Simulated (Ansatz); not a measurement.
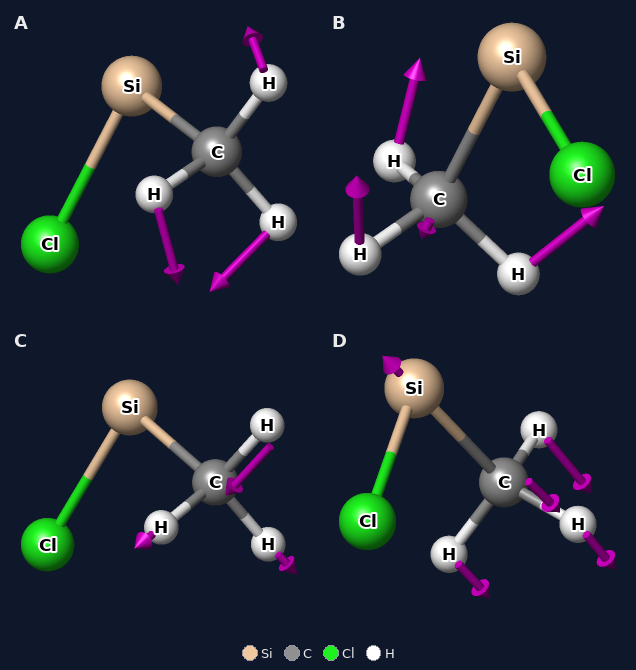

4 normal modes of one molecule or complex, as arrows. Harmonic vibrations computed with RKS PBE0-D4/def2-TZVP (Ansatz 0.2.0) at a stationary point of the same level.

Question: Match the panels to the wavenumbers 666 cm⁻¹, 1239 cm⁻¹, 1416 cm⁻¹, 3132 cm⁻¹.

Answer: A: 1416 cm⁻¹, H–C–H bending
B: 1239 cm⁻¹, H–C–Si bending
C: 3132 cm⁻¹, C–H stretching
D: 666 cm⁻¹, C–Si stretching
